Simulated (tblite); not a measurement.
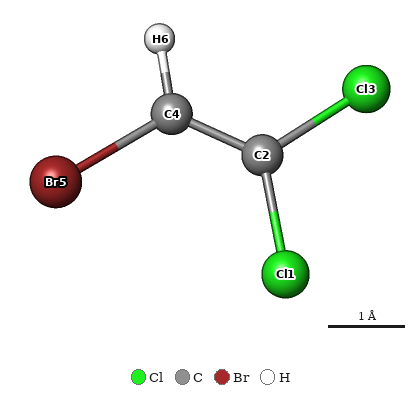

The structure as given in the input (ball-and-stick view, seen at a tilt; atoms are numbered from 1 in the order of the input).

## C$_{2}$HBrCl$_{2}$: molecular dynamics

C$_{2}$HBrCl$_{2}$, SMILES ClC(Cl)=CBr, computed with GFN2-xTB Langevin dynamics, gas phase (tblite 0.8.0).

**Input file**
```
{"job": {"dt": 1.5, "steps": 8000, "equilibration": 400, "friction": 0.005, "h_mass": 4.0, "temperature": 700, "xc": "GFN2-xTB", "basis": "xTB", "kind": "md"}, "charge": 0, "multiplicity": 1}
Cl    -1.061795     1.749519    -0.248484
C     -0.618896     0.107761    -0.049141
Cl    -1.929607    -1.003174     0.027931
C      0.635596    -0.321328     0.043947
Br     2.103760     0.837243    -0.027617
H      0.883432    -1.362059     0.167066
```

The first line tells a small driver script what to run in tblite; the rest is the geometry in Å.

Launch command:
```bash
OMP_NUM_THREADS=1 python <driver script> task.json out
```

**Output**
```
t/fs     T/K   E - E0/eV
     0.0    720.1    -0.0000
   525.0    805.6     0.2607
  1050.0    734.0     0.2331
  1575.0    898.2     0.2866
  2100.0    442.9     0.4082
  2625.0   1322.0     0.4576
  3150.0    620.5     0.4522
  3675.0    726.0     0.2429
  4200.0    760.1     0.4464
  4725.0    660.0     0.4220
  5250.0    586.8     0.4992
  5775.0    845.1     0.2003
  6300.0   1115.3     0.4217
  6825.0    653.9     0.5096
  7350.0    144.3     0.4086
  7875.0   1550.6     0.2894
  8400.0    703.5     0.5561
  8925.0    815.8     0.1844
  9450.0    695.3     0.2312
  9975.0    719.3     0.3261
 10500.0    609.0     0.4764
 11025.0    344.8     0.1262
 11550.0    370.9     0.3350
 12075.0    595.8     0.7360
 12600.0    567.4     0.2982
```

**Trajectory as extended XYZ (Å, eV, eV/Å), 25 frames, from step=0 to step=8400**
```
6
Properties=species:S:1:pos:R:3:forces:R:3 step=0 time_fs=0.0 energy=-488.26188 temperature=720.1
Cl   -1.0618    1.7495   -0.2485    0.0010   0.0020   0.0020
C    -0.6189    0.1078   -0.0491   -0.0020  -0.0020   0.0000
Cl   -1.9296   -1.0032    0.0279    0.0000   0.0000  -0.0030
C     0.6356   -0.3213    0.0439   -0.0020  -0.0010   0.0010
Br    2.1038    0.8372   -0.0276    0.0000  -0.0010  -0.0030
H     0.8834   -1.3621    0.1671    0.0020   0.0020   0.0030
6
Properties=species:S:1:pos:R:3:forces:R:3 step=350 time_fs=525.0 energy=-488.00120 temperature=805.6
Cl   -0.4952    2.6597   -0.9186    0.0810  -0.8880   0.0340
C    -0.3421    1.1047   -0.1498    2.2090  -1.0480   0.3910
Cl   -1.7042    0.5885    0.7746    0.2400   0.2280  -0.0840
C     0.8165    0.3393   -0.0805   -2.0640   1.4540  -0.0580
Br    2.2797    0.4853   -1.2230    0.0200   0.3580  -0.0530
H     0.9767   -0.4277    0.6638   -0.4860  -0.1030  -0.2300
6
Properties=species:S:1:pos:R:3:forces:R:3 step=700 time_fs=1050.0 energy=-488.02876 temperature=734.0
Cl    1.0173    1.7133    0.1779    0.4940  -0.7020   0.3980
C     1.5532    0.3497    1.1433    2.5970  -1.4940  -1.2700
Cl    0.6541    0.1106    2.5652    0.0510  -0.1200   0.0150
C     2.6533   -0.4807    0.8258   -3.0470   2.2430   0.3750
Br    3.6895   -0.2839   -0.7184   -0.1810   0.1290   0.1360
H     2.8400   -1.3828    1.3649    0.0870  -0.0550   0.3460
6
Properties=species:S:1:pos:R:3:forces:R:3 step=1050 time_fs=1575.0 energy=-487.97525 temperature=898.2
Cl    1.7350    1.4381    2.1825   -0.2050  -0.4710  -0.6680
C     0.5111    0.2406    1.7280    0.9430   0.3690  -0.4530
Cl   -0.6486    0.1760    2.9228   -0.9400  -0.4230   0.5830
C     0.4964   -0.4980    0.6245    1.1730   0.5530  -0.6460
Br    1.7381   -0.3453   -0.8351    0.1800   0.3690   0.5010
H    -0.1026   -1.2876    0.2652   -1.1510  -0.3960   0.6820
6
Properties=species:S:1:pos:R:3:forces:R:3 step=1400 time_fs=2100.0 energy=-487.85371 temperature=442.9
Cl    1.0466    1.0349    1.3758    1.2380   1.0380   0.6410
C    -0.1432   -0.0160    0.8910    1.1030   0.5320  -0.6720
Cl   -1.2258   -0.4963    2.0773   -0.7870  -0.2640   0.7500
C    -0.2360   -0.4619   -0.3503   -1.3800  -0.7820   0.4430
Br    0.7051   -0.3777   -1.9231    0.4290   0.3530  -0.0740
H    -1.1293   -1.0392   -0.3496   -0.6030  -0.8770  -1.0880
6
Properties=species:S:1:pos:R:3:forces:R:3 step=1750 time_fs=2625.0 energy=-487.80423 temperature=1322.0
Cl    1.4024   -0.9005    1.9885   -0.3490  -0.1270   0.2340
C    -0.3422   -0.8555    2.1906    0.4960  -0.1320  -2.7190
Cl   -0.9365   -0.1396    3.5481   -0.3930   0.3220   1.3510
C    -1.1336   -1.0488    1.1214   -2.1180  -0.3610   0.1730
Br   -0.8971   -1.6266   -0.6423    1.1040  -0.1870  -0.2180
H    -2.2635   -1.0530    1.1196    1.2590   0.4850   1.1790
6
Properties=species:S:1:pos:R:3:forces:R:3 step=2100 time_fs=3150.0 energy=-487.80967 temperature=620.5
Cl    1.6169   -1.3774    2.1564   -1.8180   0.2290   0.4040
C     0.0629   -0.9187    3.0986    1.9480  -0.3030  -1.2340
Cl    0.5278   -0.6956    4.6658   -0.1030   0.3540   1.2040
C    -1.1322   -0.6854    2.5889   -1.0860   0.2710   0.9670
Br   -1.5269   -1.2578    0.8463   -0.2110   0.3410   0.1680
H    -1.9614   -0.2637    3.2869    1.2690  -0.8920  -1.5090
6
Properties=species:S:1:pos:R:3:forces:R:3 step=2450 time_fs=3675.0 energy=-488.01897 temperature=726.0
Cl    1.0381   -1.5890    4.3336    0.2590  -0.3360  -0.2640
C     0.5524   -0.3947    3.2278    0.1310   0.8380   0.8190
Cl    0.7075    1.1997    3.8687   -0.0270   0.2990   0.2180
C     0.0541   -0.4898    2.0078   -1.0790   0.1030  -0.0440
Br   -0.0481   -2.1932    1.2509   -0.2150  -0.0220  -0.3990
H    -0.5695    0.3559    1.6429    0.9310  -0.8830  -0.3300
6
Properties=species:S:1:pos:R:3:forces:R:3 step=2800 time_fs=4200.0 energy=-487.81549 temperature=760.1
Cl    0.9464   -0.7439    4.1078    0.8510   0.3700  -0.8860
C     2.1219    0.0596    3.0151   -0.9580   0.1670  -0.5360
Cl    2.9231    1.3126    3.7518    1.0040   0.6840   0.8010
C     2.1361   -0.0010    1.6719   -2.9050  -2.3920   2.4980
Br    0.7565   -1.1563    1.0027    0.4100   0.0510  -0.4610
H     2.7555    0.3514    0.9538    1.5990   1.1190  -1.4150
6
Properties=species:S:1:pos:R:3:forces:R:3 step=3150 time_fs=4725.0 energy=-487.83987 temperature=660.0
Cl    0.0319    0.7676    3.8965   -0.1820  -0.2380   0.1030
C     1.3386   -0.2840    4.1487    1.3170  -1.1190  -1.8910
Cl    2.1720   -0.2127    5.6303    0.0130   0.2560   0.5530
C     1.9402   -1.0750    3.2161   -3.6270   1.5950  -0.9310
Br    1.1004   -1.5126    1.3960    0.6770   0.6230   1.7450
H     2.8586   -1.5108    3.2642    1.8020  -1.1170   0.4210
6
Properties=species:S:1:pos:R:3:forces:R:3 step=3500 time_fs=5250.0 energy=-487.76270 temperature=586.8
Cl    1.6073    1.8898    3.5581    0.0900  -0.5860   0.4640
C     2.2665    0.4760    4.2997   -0.0520  -3.3550  -2.0250
Cl    3.3751    0.6702    5.5803   -0.1000   0.2950   0.1200
C     2.1668   -0.8491    3.7723    0.0520   3.9750   1.1660
Br    0.9623   -1.1301    2.2731    1.0070  -0.1620   1.1290
H     2.8443   -1.5437    4.2914   -0.9960  -0.1660  -0.8540
6
Properties=species:S:1:pos:R:3:forces:R:3 step=3850 time_fs=5775.0 energy=-488.06153 temperature=845.1
Cl    3.0130    0.7922    1.8738    0.0060   0.4530  -0.1860
C     3.4004    1.3654    3.4513    0.4990  -0.1640  -1.4350
Cl    4.5735    2.6052    3.6236   -0.0890   0.0920  -0.2070
C     2.9880    0.7082    4.4953   -1.4250  -1.4920   0.1850
Br    1.7224   -0.7234    4.5718    0.3040   0.3620  -0.4170
H     3.2958    0.9031    5.4506    0.7050   0.7480   2.0600
6
Properties=species:S:1:pos:R:3:forces:R:3 step=4200 time_fs=6300.0 energy=-487.84021 temperature=1115.3
Cl    3.5828    0.8302    1.6541   -0.7150   0.6480  -1.6990
C     4.1847    0.5142    3.1213    2.9350  -0.1520   0.2960
Cl    5.9612    0.4346    3.2169   -0.2220  -0.0770  -0.2270
C     3.5786    0.3561    4.2675   -1.1960  -0.2620  -0.4320
Br    1.7515    0.4902    4.1606   -1.3400   0.0180   0.5390
H     3.9989   -0.2142    5.0252    0.5380  -0.1760   1.5230
6
Properties=species:S:1:pos:R:3:forces:R:3 step=4550 time_fs=6825.0 energy=-487.75224 temperature=653.9
Cl    3.7153   -0.0082    0.8404    0.1060   0.6270   1.1770
C     4.8988   -0.0510    2.1345    0.8550  -0.4660  -0.1700
Cl    6.2324   -0.9929    1.5178    0.1810  -0.0850   0.2670
C     5.0765    0.4443    3.3608   -0.8070  -0.0490   1.5510
Br    3.7492    1.5234    4.2864    0.2420  -0.2890  -0.6510
H     5.7783    0.1495    4.2228   -0.5780   0.2620  -2.1740
6
Properties=species:S:1:pos:R:3:forces:R:3 step=4900 time_fs=7350.0 energy=-487.85330 temperature=144.3
Cl    3.0467   -0.0398    3.0465   -0.7620   1.3240   0.4970
C     4.6273   -0.5922    3.3139   -1.7030  -0.9140  -1.1870
Cl    4.7456   -1.9734    2.3956    1.0820  -1.7650  -1.3030
C     5.5308   -0.2812    4.1747    1.4990   0.9870   2.2350
Br    5.1776    0.9625    5.5228   -0.0720   0.6330   0.2550
H     6.4876   -0.7379    4.3620   -0.0430  -0.2650  -0.4970
6
Properties=species:S:1:pos:R:3:forces:R:3 step=5250 time_fs=7875.0 energy=-487.97245 temperature=1550.6
Cl    3.4467   -0.6429    6.1124    0.3860  -0.4340  -0.4350
C     5.0571   -1.2137    5.6826   -1.3800  -0.2040   0.9210
Cl    5.3355   -2.8786    5.8087   -0.0190  -0.3050   0.2610
C     6.0239   -0.3484    5.5023    1.3820   0.7120  -1.2840
Br    5.6725    1.3128    4.7051   -0.0680   0.4830   0.3790
H     7.0699   -0.6042    5.3446   -0.3010  -0.2520   0.1570
6
Properties=species:S:1:pos:R:3:forces:R:3 step=5600 time_fs=8400.0 energy=-487.70576 temperature=703.5
Cl    4.3452    0.3542    6.9592    1.0930  -0.6300  -0.6010
C     5.8312   -0.6483    6.5431   -0.8240   2.6470  -1.3540
Cl    6.0203   -1.8837    7.6055    0.3540  -1.0360   0.5920
C     6.6784   -0.3017    5.5442    0.9690  -3.8340   3.1020
Br    6.8087    0.9578    4.3484   -0.4610   2.4540  -1.8870
H     7.6089   -0.9553    5.5020   -1.1300   0.4000   0.1480
6
Properties=species:S:1:pos:R:3:forces:R:3 step=5950 time_fs=8925.0 energy=-488.07745 temperature=815.8
Cl    3.9995   -0.0957    6.0184   -0.3480  -0.3670  -0.0220
C     5.4056   -0.5998    6.8598    1.3350   0.9630  -0.8860
Cl    5.1451   -1.4303    8.3369    0.2420   0.1740  -0.2180
C     6.6123   -0.2204    6.3502   -1.3170  -0.0780   0.5040
Br    6.8052    0.5998    4.6522   -0.2020  -0.1350   0.3360
H     7.5294   -0.1728    6.8895    0.2900  -0.5560   0.2870
6
Properties=species:S:1:pos:R:3:forces:R:3 step=6300 time_fs=9450.0 energy=-488.03064 temperature=695.3
Cl    3.8612   -0.5926    6.2329   -0.4380   0.3230   0.1760
C     5.4146   -1.2465    6.2977   -1.5040  -2.1590   0.0520
Cl    5.4113   -2.9945    6.5183    0.1190   0.3880   0.1200
C     6.5013   -0.6416    5.9699    3.8630   1.7400  -0.5960
Br    6.5082    1.2466    5.6434   -0.1080  -0.2880   0.0330
H     7.5918   -0.9838    5.9229   -1.9320  -0.0040   0.2150
6
Properties=species:S:1:pos:R:3:forces:R:3 step=6650 time_fs=9975.0 energy=-487.93574 temperature=719.3
Cl    5.8954   -0.3416    8.0447    0.8800  -0.5800  -1.6100
C     6.5019   -0.7999    6.4161   -0.7100  -0.2410  -0.3220
Cl    6.2433   -2.4126    5.7994   -0.1320   0.0150   0.8790
C     6.9515   -0.0039    5.4415   -0.5590   0.2520   0.0760
Br    7.2007    1.8027    5.7631    0.1910   0.4960  -0.0200
H     6.9962   -0.2932    4.3742    0.3300   0.0590   0.9970
6
Properties=species:S:1:pos:R:3:forces:R:3 step=7000 time_fs=10500.0 energy=-487.78551 temperature=609.0
Cl    4.8989    0.3026    7.5868   -0.9540   0.3160   0.8870
C     6.0772   -0.1833    6.5106    0.6510   0.9850  -1.9580
Cl    6.5393   -1.7903    6.7367    0.5380  -0.6070  -0.2450
C     6.4362    0.6456    5.4770   -1.7090  -1.4840   3.2830
Br    5.8068    2.3393    5.5435   -0.8560   1.8610  -0.1240
H     7.2472    0.6590    4.8826    2.3290  -1.0710  -1.8440
6
Properties=species:S:1:pos:R:3:forces:R:3 step=7350 time_fs=11025.0 energy=-488.13564 temperature=344.8
Cl    3.4655   -0.0746    6.0030    0.0780   0.4440   0.0020
C     5.1470    0.3325    6.0089   -0.1090   1.9690  -0.5910
Cl    6.1316   -0.9869    6.1821    0.9550  -1.1510   0.3020
C     5.7096    1.5483    5.7887   -0.6180  -1.0730   0.1450
Br    4.8043    3.1243    5.4056   -0.3990   0.1210   0.0440
H     6.7737    1.7073    5.7764    0.0920  -0.3100   0.0980
6
Properties=species:S:1:pos:R:3:forces:R:3 step=7700 time_fs=11550.0 energy=-487.92686 temperature=370.9
Cl    3.8683   -0.4483    6.8359    0.1260  -0.2110   0.4940
C     5.4143   -0.0305    6.2141   -1.0020  -2.6570  -0.2550
Cl    6.3410   -1.4118    5.6169   -0.2100   0.6860   0.4840
C     5.6939    1.1849    5.8935    1.6320   2.8840  -2.4330
Br    4.5888    2.6900    6.1299   -0.0900  -0.1450   0.3420
H     6.4813    1.4679    5.1311   -0.4570  -0.5570   1.3680
6
Properties=species:S:1:pos:R:3:forces:R:3 step=8050 time_fs=12075.0 energy=-487.52588 temperature=595.8
Cl    5.0949   -0.4468    6.9024    0.8060   0.1880  -0.4770
C     6.0774    0.1813    5.5334   -5.1440   2.0280  -1.5790
Cl    7.6365   -0.3700    5.4809    0.3370   0.2720  -0.3260
C     5.2466    0.9583    4.6341    1.7320  -2.7900   3.3710
Br    3.3089    1.2402    4.7693    1.6240  -0.3090   0.2010
H     5.6232    1.3645    3.7593    0.6450   0.6120  -1.1900
6
Properties=species:S:1:pos:R:3:forces:R:3 step=8400 time_fs=12600.0 energy=-487.96369 temperature=567.4
Cl    4.9998   -0.0055    6.5430    0.5440  -0.0100  -0.9550
C     5.7859    0.2779    4.9980   -0.3490   0.3160   0.0060
Cl    7.4654    0.7340    5.0560   -0.5600   0.0300   0.2430
C     5.1745    0.2968    3.7981    1.1370  -0.4770   0.1120
Br    3.5544   -0.6981    3.5490    0.6100   0.7960  -0.1220
H     5.8400    0.6240    2.9422   -1.3830  -0.6550   0.7160
```

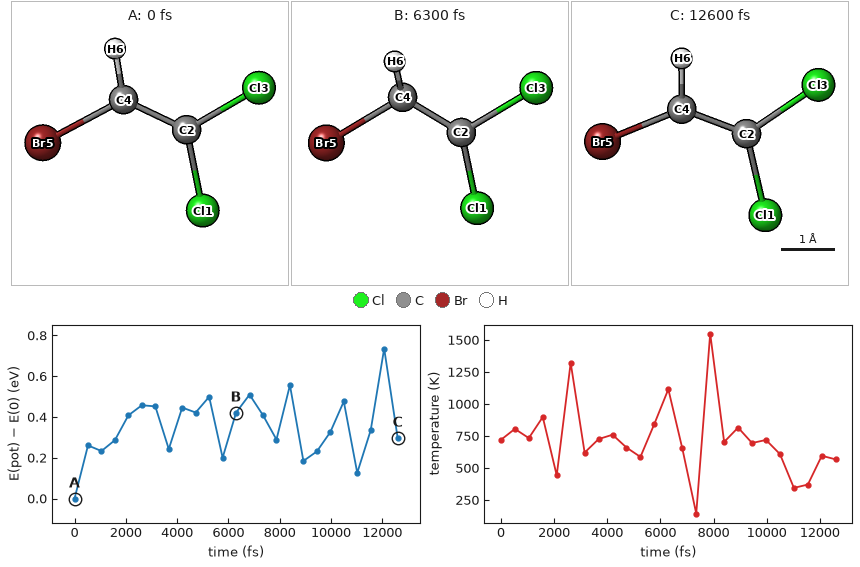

Frames of the molecular dynamics (ball-and-stick, seen at a tilt) above the curves, on which the letters mark them. The trajectory kept here has 25 frames over 12600 fs. The temperature starts at 720 K, ranges from 144 to 1551 K and averages 684 K over the second half. The potential energy ends 0.298 eV above its first value. After an unweighted best fit of the last frame on the first, the root-mean-square displacement is 0.17 Å.

**Key numbers**

```json
{"quantity": "outcome", "value": "finished"}
{"quantity": "mean temperature over the second half", "value": "684 K"}
{"quantity": "trajectory", "value": "25 frames kept, 12600 fs"}
{"quantity": "hardware", "value": "1 CPU thread, shared host"}
{"quantity": "wall time", "value": "48 s"}
{"quantity": "peak memory", "value": "0.4 GiB"}
```
